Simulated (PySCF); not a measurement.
**[OsO3Cl]−: shape, vibrations and bonding, part 1 of 2**

Aim: find the relaxed shape of [OsO3Cl]−, test it by its vibrations, and read charges and levels. It is a constructed species; whether it can be made isn't addressed.

Program: PySCF 2.14.0. Level of theory: B3LYP, Os def2-SVP with ECP60, O def2-SVP, Cl def2-SVP; scalar-relativistic core potentials, no spin–orbit coupling. These are calculated values, not measurements.

2 further runs of the same task are left out: 2 for a known fault of the program.

## (1) Starting geometry

5 atoms, charge -1, spin multiplicity 1.

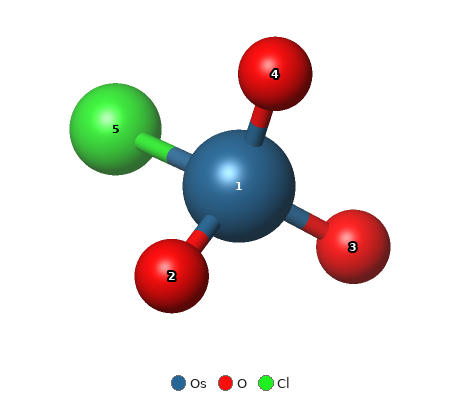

The starting geometry (osmium blue, oxygen red, chlorine green); atoms are numbered from 1 in the order of the file.

Coordinates:

```
Os    0.00000    0.00000    0.00000
O     0.84590    0.84590    0.84590
O    -0.84590   -0.84590    0.84590
O     0.84590   -0.84590   -0.84590
Cl   -1.25640    1.25640   -1.25640
```

Formal oxidation states: Os +6.

## (2) SCF at the start, singlet

The input, run.py (the lines that set the calculation):

```python
mol = gto.M(atom='''
Os     0.00000     0.00000     0.00000
O      0.84590     0.84590     0.84590
O     -0.84590    -0.84590     0.84590
O      0.84590    -0.84590    -0.84590
Cl    -1.25640     1.25640    -1.25640''',
    basis={'Os': 'def2-SVP', 'O': 'def2-SVP', 'Cl': 'def2-SVP'},
    ecp={'Os': 'def2-SVP'},
    charge=-1, spin=0)
mf = dft.RKS(mol, xc='B3LYP')
mf.grids.atom_grid = (50, 194)
mf = mf.density_fit()  # fitting sets: Os def2-universal-JKFIT, O def2-universal-JKFIT, Cl def2-universal-JKFIT
mf.conv_tol = 1e-08; mf.max_cycle = 55
mf.kernel(dm0)  # dm0: free metal ions and neutral atoms
```

On the command line:

```console
$ OMP_NUM_THREADS=2 python run.py
```

Standard output:

```text
init E= -804.50999829088
  HOMO = 0.192943193274361  LUMO = 0.251969259252168  gap/eV = 1.60618
cycle= 1 E= -773.139440919084  delta_E= 31.4  |g|= 3.25  |ddm|= 11.3
  HOMO = -0.175270182921313  LUMO = -0.161660874967109  gap/eV = 0.37033
cycle= 2 E= -729.638832834498  delta_E= 43.5  |g|= 11.7  |ddm|= 16.3
  HOMO = -0.0606476103809967  LUMO = -0.0341696580534827  gap/eV = 0.72050
cycle= 3 E= -775.203907904843  delta_E= -45.6  |g|= 1.65  |ddm|= 12.4
  HOMO = 0.155237222540145  LUMO = 0.197228140316695  gap/eV = 1.14263
cycle= 4 E= -775.636232645404  delta_E= -0.432  |g|= 1.05  |ddm|= 6.29
  HOMO = 0.122253092989161  LUMO = 0.153094421459241  gap/eV = 0.83924
cycle= 5 E= -775.862232309753  delta_E= -0.226  |g|= 0.263  |ddm|=  2.8
  HOMO = 0.108473524665532  LUMO = 0.131410958350965  gap/eV = 0.62416
cycle= 6 E= -775.858681485845  delta_E= 0.00355  |g|= 0.278  |ddm|= 1.05
  HOMO = 0.131867891774791  LUMO = 0.163833279264645  gap/eV = 0.86982
cycle= 7 E= -775.87549630146  delta_E= -0.0168  |g|= 0.0382  |ddm|= 0.831
  HOMO = 0.130281352652262  LUMO = 0.165335718201211  gap/eV = 0.95388
cycle= 8 E= -775.875883942669  delta_E= -0.000388  |g|= 0.0105  |ddm|= 0.133
  HOMO = 0.131040011840342  LUMO = 0.166407552928416  gap/eV = 0.96240
cycle= 9 E= -775.875903904897  delta_E= -2e-05  |g|= 0.00372  |ddm|= 0.0145
  HOMO = 0.131473893622958  LUMO = 0.167085605397811  gap/eV = 0.96904
cycle= 10 E= -775.875907596206  delta_E= -3.69e-06  |g|= 0.00147  |ddm|= 0.0179
  HOMO = 0.13170830883602  LUMO = 0.167382513766865  gap/eV = 0.97074
cycle= 11 E= -775.875908254566  delta_E= -6.58e-07  |g|= 0.000618  |ddm|= 0.011
  HOMO = 0.131819593129641  LUMO = 0.167522568851201  gap/eV = 0.97153
cycle= 12 E= -775.875908382402  delta_E= -1.28e-07  |g|= 0.000209  |ddm|= 0.00488
  HOMO = 0.131872652234373  LUMO = 0.167589000271415  gap/eV = 0.97189
cycle= 13 E= -775.87590839936  delta_E= -1.7e-08  |g|= 1.65e-05  |ddm|= 0.00268
  HOMO = 0.131871546123427  LUMO = 0.167587742153332  gap/eV = 0.97189
cycle= 14 E= -775.875908399463  delta_E= -1.03e-10  |g|= 2.23e-06  |ddm|= 0.000133
  HOMO = 0.13187090676283  LUMO = 0.167586914644437  gap/eV = 0.97188
Extra cycle  E= -775.87590839946  delta_E= 3.41e-12  |g|= 3.14e-06  |ddm|= 1.48e-05
converged SCF energy = -775.87590839946
```

It took 16 s on 2 threads of Arm Neoverse V1, shared host; peak memory 0.64 GiB.

Further starts and a stability analysis followed, whose logs aren't kept: the log above is the first start alone (where DIIS fails, smearing and a level shift add cycles). The lowest solution stands, and the values below are its own:

```
                   start  energy (Eh)  cycles
                    ions  -775.875908      14
                 smeared  -775.890312      20
after stability analysis  -775.891699       –
```

Read off: E = -775.891699 Eh, HOMO 3.78 eV, LUMO 5.11 eV, Mulliken charge on Os1 +0.80 e. The gap is small, and the closed shell wasn't tested for a lower spin-broken solution. The highest filled level lies above zero; it isn't the detachment energy.

## (3) SCF at the start, triplet

Changes to run.py (the lines that set the calculation) since step 2:

```diff
@@ -8,4 +8,4 @@
     ecp={'Os': 'def2-SVP'},
-    charge=-1, spin=0)
-mf = dft.RKS(mol, xc='B3LYP')
+    charge=-1, spin=2)
+mf = dft.UKS(mol, xc='B3LYP')
 mf.grids.atom_grid = (50, 194)
```

On the command line:

```console
$ OMP_NUM_THREADS=2 python run.py
```

Standard output:

```text
init E= -804.547609773923
cycle= 1 E= -773.527339351361  delta_E=   31  |g|= 2.22  |ddm|= 6.26
  HOMO = -0.0533624434105  LUMO = -0.0515085371559  gap/eV = 0.05045
cycle= 2 E= -742.226143909114  delta_E= 31.3  |g|= 7.25  |ddm|= 10.8
  HOMO = 0.0206127844891  LUMO = 0.0392812845259  gap/eV = 0.50800
cycle= 3 E= -775.393462409588  delta_E= -33.2  |g|= 1.09  |ddm|= 9.45
  HOMO = 0.131344263425  LUMO = 0.180842577785  gap/eV = 1.34692
cycle= 4 E= -775.640925696733  delta_E= -0.247  |g|= 0.878  |ddm|= 1.98
  HOMO = 0.147799060291  LUMO = 0.196709507219  gap/eV = 1.33092
cycle= 5 E= -775.884398401267  delta_E= -0.243  |g|= 0.252  |ddm|= 1.13
  HOMO = 0.0996479876397  LUMO = 0.162295471338  gap/eV = 1.70472
cycle= 6 E= -775.906315147761  delta_E= -0.0219  |g|= 0.133  |ddm|= 0.976
  HOMO = 0.116954084513  LUMO = 0.187615365748  gap/eV = 1.92279
cycle= 7 E= -775.912379199777  delta_E= -0.00606  |g|= 0.0551  |ddm|= 0.205
  HOMO = 0.118619511368  LUMO = 0.189898434461  gap/eV = 1.93960
cycle= 8 E= -775.913426132121  delta_E= -0.00105  |g|= 0.0171  |ddm|= 0.0552
  HOMO = 0.11844887791  LUMO = 0.191929973457  gap/eV = 1.99952
cycle= 9 E= -775.913582159394  delta_E= -0.000156  |g|= 0.00338  |ddm|= 0.0664
  HOMO = 0.118669584526  LUMO = 0.192771892777  gap/eV = 2.01643
cycle= 10 E= -775.913597394515  delta_E= -1.52e-05  |g|= 0.00336  |ddm|= 0.0413
  HOMO = 0.11875652554  LUMO = 0.193016419726  gap/eV = 2.02071
cycle= 11 E= -775.913605937121  delta_E= -8.54e-06  |g|= 0.00158  |ddm|= 0.017
...
cycle= 38 E= -775.91358952401  delta_E= 2.18e-06  |g|= 0.000783  |ddm|= 0.0446
  HOMO = 0.119027110086  LUMO = 0.193498394329  gap/eV = 2.02647
cycle= 39 E= -775.913590157492  delta_E= -6.33e-07  |g|= 0.000368  |ddm|= 0.00987
  HOMO = 0.119034742237  LUMO = 0.193524802992  gap/eV = 2.02698
cycle= 40 E= -775.91358935435  delta_E= 8.03e-07  |g|= 9.6e-05  |ddm|= 0.0228
  HOMO = 0.119035612227  LUMO = 0.193540062954  gap/eV = 2.02737
cycle= 41 E= -775.913587925593  delta_E= 1.43e-06  |g|= 0.000113  |ddm|= 0.0532
  HOMO = 0.1190337083  LUMO = 0.193546823923  gap/eV = 2.02761
cycle= 42 E= -775.913587259077  delta_E= 6.67e-07  |g|= 0.000531  |ddm|= 0.0734
  HOMO = 0.119031594063  LUMO = 0.193544074449  gap/eV = 2.02759
cycle= 43 E= -775.913587134126  delta_E= 1.25e-07  |g|= 0.000687  |ddm|= 0.0104
  HOMO = 0.119031569127  LUMO = 0.193546827003  gap/eV = 2.02766
cycle= 44 E= -775.913587169183  delta_E= -3.51e-08  |g|= 0.000632  |ddm|= 0.00191
  HOMO = 0.119035283803  LUMO = 0.193547293672  gap/eV = 2.02758
cycle= 45 E= -775.913587365355  delta_E= -1.96e-07  |g|= 0.00014  |ddm|= 0.00154
  HOMO = 0.119034284787  LUMO = 0.193546735473  gap/eV = 2.02759
cycle= 46 E= -775.913587368592  delta_E= -3.24e-09  |g|= 0.00011  |ddm|= 0.00132
  HOMO = 0.119035310994  LUMO = 0.193546979461  gap/eV = 2.02757
cycle= 47 E= -775.913587376572  delta_E= -7.98e-09  |g|= 1.55e-05  |ddm|= 0.0038
  HOMO = 0.119036038094  LUMO = 0.193547141304  gap/eV = 2.02755
Extra cycle  E= -775.913587377393  delta_E= -8.2e-10  |g|= 2.92e-05  |ddm|= 0.000204
converged SCF energy = -775.913587377393  <S^2> = 2.0037478  2S+1 = 3.0024975
```

Wall time 21 s (2 threads of Arm Neoverse V1, shared host); peak memory 0.77 GiB.

Further starts and a stability analysis followed, whose logs aren't kept: the log above is the first start alone (where DIIS fails, smearing and a level shift add cycles). The lowest solution stands, and the values below are its own:

| start | energy (Eh) | cycles |
| --- | --- | --- |
| ions | -775.913587 | 47 |
| smeared | -775.923657 | 4 |

It gives: E = -775.923657 Eh, HOMO 3.06 eV, LUMO 5.07 eV (over both spins), ⟨S²⟩ = 2.006, Mulliken charge on Os1 +0.86 e. The highest filled level lies above zero; it isn't the detachment energy.

## (4) Relaxation, triplet

Steps are kept in the start's point group, C3v.

The input, run.py (the lines that set the calculation):

```python
mol = gto.M(atom='''
Os     0.11060    -0.11060     0.11060
O      0.95650     0.73530     0.95650
O     -0.73530    -0.95650     0.95650
O      0.95650    -0.95650    -0.73530
Cl    -1.14580     1.14580    -1.14580''',
    basis={'Os': 'def2-SVP', 'O': 'def2-SVP', 'Cl': 'def2-SVP'},
    ecp={'Os': 'def2-SVP'},
    charge=-1, spin=2)
mf = dft.UKS(mol, xc='B3LYP')
mf.grids.atom_grid = (50, 194)
mf = mf.density_fit()  # fitting sets: Os def2-universal-JKFIT, O def2-universal-JKFIT, Cl def2-universal-JKFIT
mf.conv_tol = 1e-08; mf.max_cycle = 55
mf.kernel(dm0)  # dm0: an SCF of this state at this start
# quasi-Newton relaxation in Cartesian coordinates to a largest gradient under 0.00045 Eh/bohr, steps kept in the point group
```

On the command line:

```console
$ OMP_NUM_THREADS=2 python run.py
```

The driver keeps no SCF log for this step, only its results.

Run time: 42 s. Hardware: 2 threads of Arm Neoverse V1, shared host.

Relaxation path:

```csv
step,energy from step 1 (eV),largest force component (eV/Å)
1,0.0000,20.1387
2,-11.3688,3.2991
3,-12.2228,1.3148
4,-12.3787,0.6613
5,-12.4470,0.3215
6,-12.4589,0.2360
7,-12.4736,0.1381
8,-12.4742,0.0846
9,-12.4747,0.0155
10,-12.4747,0.0023
```

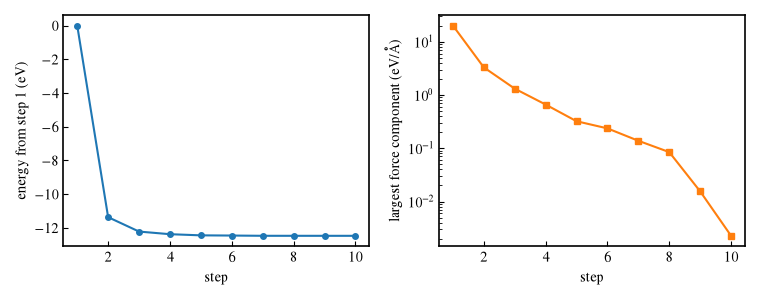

Energy and force, step by step.

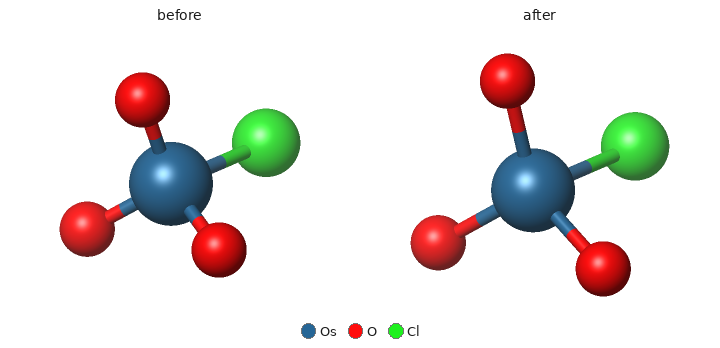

The geometry before (left) and after (right).

Close pairs (by a distance rule), those that changed most:

| bond | before (Å) | after (Å) | change (Å) |
| --- | --- | --- | --- |
| Os1–O2 | 1.465 | 1.770 | +0.305 |
| Os1–O3 | 1.465 | 1.770 | +0.305 |
| Os1–O4 | 1.465 | 1.770 | +0.305 |
| Os1–Cl5 | 2.176 | 2.333 | +0.157 |

It ends in C3v at E = -776.382094 Eh.

| atom | x (Å) | y (Å) | z (Å) |
| --- | --- | --- | --- |
| Os1 | 0.1653 | -0.1653 | 0.1653 |
| O2 | 1.0916 | 1.0246 | 1.0916 |
| O3 | -1.0246 | -1.0916 | 1.0916 |
| O4 | 1.0916 | -1.0916 | -1.0246 |
| Cl5 | -1.1815 | 1.1815 | -1.1815 |

## (5) The relaxed geometry turned into its symmetry frame

The input, run.py (the lines that set the calculation):

```python
mol = gto.M(atom='''
Os     0.13276    -0.13276     0.13276
O      1.05908     1.05714     1.05908
O     -1.05714    -1.05908     1.05908
O      1.05908    -1.05908    -1.05714
Cl    -1.21409     1.21409    -1.21409''',
    basis={'Os': 'def2-SVP', 'O': 'def2-SVP', 'Cl': 'def2-SVP'},
    ecp={'Os': 'def2-SVP'},
    charge=-1, spin=2)
mf = dft.UKS(mol, xc='B3LYP')
mf.grids.atom_grid = (50, 194)
mf = mf.density_fit()  # fitting sets: Os def2-universal-JKFIT, O def2-universal-JKFIT, Cl def2-universal-JKFIT
mf.conv_tol = 1e-08; mf.max_cycle = 55
mf.kernel(dm0)  # dm0: free metal ions and neutral atoms
```

On the command line:

```console
$ OMP_NUM_THREADS=2 python run.py
```

Standard output:

```text
init E= -803.699226611776
  HOMO = 0.144409587948  LUMO = 0.167615435277  gap/eV = 0.63146
cycle= 1 E= -769.992504739237  delta_E= 33.7  |g|=  2.9  |ddm|= 3.66
cycle= 2 E= -675.550300606204  delta_E= 94.4  |g|= 7.62  |ddm|= 22.8
cycle= 3 E= -772.513154294043  delta_E=  -97  |g|= 2.68  |ddm|= 21.4
cycle= 4 E= -771.016120476351  delta_E=  1.5  |g|= 3.25  |ddm|= 5.83
  HOMO = 0.0209956267187  LUMO = 0.0376209415021  gap/eV = 0.45240
cycle= 5 E= -776.008317394365  delta_E= -4.99  |g|= 0.915  |ddm|= 3.61
  HOMO = 0.0387661542145  LUMO = 0.0406151348305  gap/eV = 0.05031
cycle= 6 E= -775.559587563823  delta_E= 0.449  |g|= 1.39  |ddm|= 1.79
  HOMO = -0.00377659730393  LUMO = 0.068513772289  gap/eV = 1.96712
cycle= 7 E= -776.327956456437  delta_E= -0.768  |g|= 0.344  |ddm|= 1.14
  HOMO = -0.000220509716046  LUMO = 0.0787627029384  gap/eV = 2.14924
cycle= 8 E= -776.306781288685  delta_E= 0.0212  |g|= 0.421  |ddm|= 0.547
  HOMO = -0.0211451347864  LUMO = 0.0834301095447  gap/eV = 2.84564
cycle= 9 E= -776.380815138369  delta_E= -0.074  |g|= 0.0298  |ddm|= 0.307
  HOMO = -0.0250112870555  LUMO = 0.0839171046973  gap/eV = 2.96409
cycle= 10 E= -776.381470164226  delta_E= -0.000655  |g|= 0.0174  |ddm|= 0.0653
  HOMO = -0.0243677287557  LUMO = 0.0857017288647  gap/eV = 2.99514
cycle= 11 E= -776.381762578977  delta_E= -0.000292  |g|= 0.00999  |ddm|= 0.0463
  HOMO = -0.0251945127286  LUMO = 0.0854884597142  gap/eV = 3.01184
cycle= 12 E= -776.381918862804  delta_E= -0.000156  |g|= 0.00486  |ddm|= 0.041
  HOMO = -0.025260886722  LUMO = 0.086166313606  gap/eV = 3.03209
cycle= 13 E= -776.382022814212  delta_E= -0.000104  |g|= 0.00204  |ddm|= 0.0487
  HOMO = -0.0254085466362  LUMO = 0.0863327902527  gap/eV = 3.04064
cycle= 14 E= -776.3820751461  delta_E= -5.23e-05  |g|= 0.00153  |ddm|= 0.0452
  HOMO = -0.0253300832137  LUMO = 0.0863753442369  gap/eV = 3.03966
cycle= 15 E= -776.382082365873  delta_E= -7.22e-06  |g|= 0.00133  |ddm|= 0.00991
  HOMO = -0.0254457900869  LUMO = 0.0863886251389  gap/eV = 3.04317
cycle= 16 E= -776.382093553897  delta_E= -1.12e-05  |g|= 0.000371  |ddm|= 0.0311
  HOMO = -0.0254389493855  LUMO = 0.0863928271028  gap/eV = 3.04310
cycle= 17 E= -776.382093882015  delta_E= -3.28e-07  |g|= 0.000167  |ddm|= 0.00322
  HOMO = -0.0254356563511  LUMO = 0.0863973304619  gap/eV = 3.04313
cycle= 18 E= -776.382093917505  delta_E= -3.55e-08  |g|= 9.66e-05  |ddm|= 0.00101
  HOMO = -0.025449618393  LUMO = 0.0863909374215  gap/eV = 3.04334
cycle= 19 E= -776.382093930454  delta_E= -1.29e-08  |g|= 3.85e-05  |ddm|= 0.00072
  HOMO = -0.0254489821348  LUMO = 0.0863955995529  gap/eV = 3.04345
cycle= 20 E= -776.382093932955  delta_E= -2.5e-09  |g|= 1.31e-05  |ddm|= 0.000288
  HOMO = -0.0254513805629  LUMO = 0.0863931747994  gap/eV = 3.04345
Extra cycle  E= -776.382093933487  delta_E= -5.32e-10  |g|= 2.69e-05  |ddm|= 0.000109
converged SCF energy = -776.382093933487  <S^2> = 2.0262985  2S+1 = 3.0174814
```

It took 5.2 s on 2 threads of Arm Neoverse V1, shared host.

Read off: E = -776.382094 Eh, HOMO -0.69 eV, LUMO 1.87 eV (over both spins), ⟨S²⟩ = 2.026, Mulliken charge on Os1 +0.81 e. 

## (6) Frequencies and infrared intensities

Changes to run.py (the lines that set the calculation) since step 5:

```diff
@@ -12,3 +12,4 @@
 mf = mf.density_fit()  # fitting sets: Os def2-universal-JKFIT, O def2-universal-JKFIT, Cl def2-universal-JKFIT
-mf.conv_tol = 1e-08; mf.max_cycle = 55
-mf.kernel(dm0)  # dm0: free metal ions and neutral atoms
+mf.conv_tol = 1e-10; mf.max_cycle = 55
+mf.kernel(dm0)  # dm0: the density of the relaxed state
+# Hessian and dipole derivatives by central differences of gradients, 0.02 bohr
```

On the command line:

```console
$ OMP_NUM_THREADS=2 python run.py
```

No log is kept here; the results follow.

Run time: 58 s. Hardware: 2 threads of Arm Neoverse V1, shared host.

Point group C3v; negative numbers are unstable modes, and those under 60 cm⁻¹ are near the numerical noise:

| cm⁻¹ | km/mol | symmetry |
| --- | --- | --- |
| -139 | 6.3 | e |
| -139 | 6.3 | e |
| 208 | 16.7 | a1 |
| 274 | 4.2 | e |
| 274 | 4.2 | e |
| 358 | 30.3 | a1 |
| 832 | 156.2 | e |
| 832 | 156.2 | e |
| 917 | 13.8 | a1 |

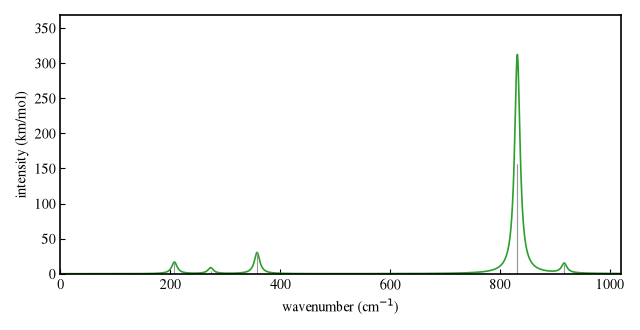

The infrared spectrum from the harmonic lines. Lines are broadened to a width of 12 cm⁻¹ (Lorentzian).

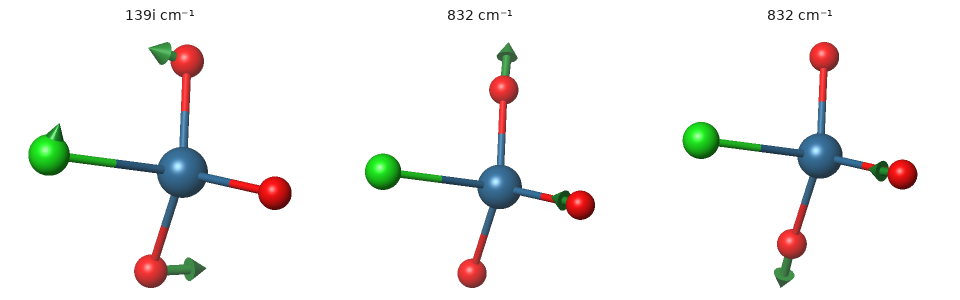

Displacements of 3 modes, as arrows.

## (7) Displaced along the imaginary mode

No symmetry is imposed.

The input, run.py (the lines that set the calculation):

```python
mol = gto.M(atom='''
Os     0.15698    -0.12675     0.11454
O      1.08922     1.01239     1.08958
O     -1.23763    -0.93671     0.93681
O      1.15094    -1.15120    -0.92140
Cl    -1.32032     1.18775    -1.13419''',
    basis={'Os': 'def2-SVP', 'O': 'def2-SVP', 'Cl': 'def2-SVP'},
    ecp={'Os': 'def2-SVP'},
    charge=-1, spin=2)
mf = dft.UKS(mol, xc='B3LYP')
mf.grids.atom_grid = (50, 194)
mf = mf.density_fit()  # fitting sets: Os def2-universal-JKFIT, O def2-universal-JKFIT, Cl def2-universal-JKFIT
mf.conv_tol = 1e-08; mf.max_cycle = 55
mf.kernel(dm0)  # dm0: an SCF of this state at this start
# quasi-Newton relaxation in Cartesian coordinates to a largest gradient under 0.00045 Eh/bohr, steps kept in the point group
```

On the command line:

```console
$ OMP_NUM_THREADS=2 python run.py
```

No log is kept here; the results follow.

Run time: 43 s. Hardware: 2 threads of Arm Neoverse V1, shared host.

Step by step:

```csv
step,energy from step 1 (eV),largest force component (eV/Å)
1,0.0000,1.0759
2,-0.0336,0.3136
3,-0.0439,0.2233
4,-0.0631,0.6315
5,-0.0772,0.3254
6,-0.0891,0.1076
7,-0.0934,0.1370
8,-0.0939,0.0362
9,-0.0941,0.0112
10,-0.0941,0.0045
```

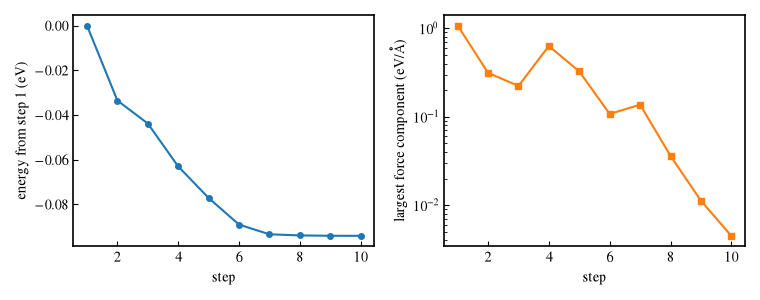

Energy and force, step by step.

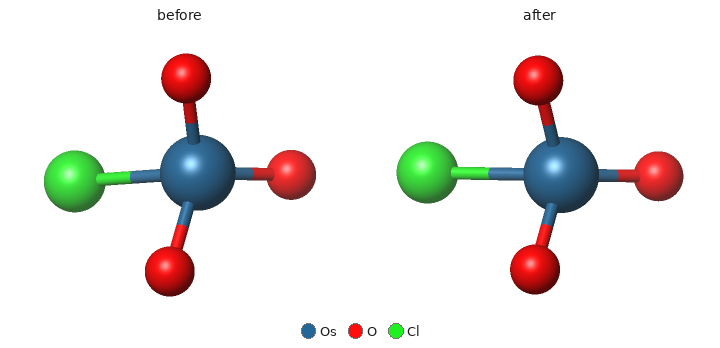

The geometry before (left) and after (right).

Distances of close pairs at the start and the end, largest changes first:

```csv
bond,before (Å),after (Å),change (Å)
Os1–Cl5,2.339,2.402,+0.064
Os1–O3,1.810,1.769,-0.041
Os1–O4,1.764,1.738,-0.026
Os1–O2,1.766,1.769,+0.003
```

It ends in Cs at E = -776.385449 Eh.

```
Os    0.15432   -0.19701    0.05440
O     0.96464    1.07186    0.98319
O    -1.16953   -0.98301    0.92553
O     1.20413   -1.26036   -0.83254
Cl   -1.31438    1.35400   -1.04523
```

(Continued in part 2 of 2.)
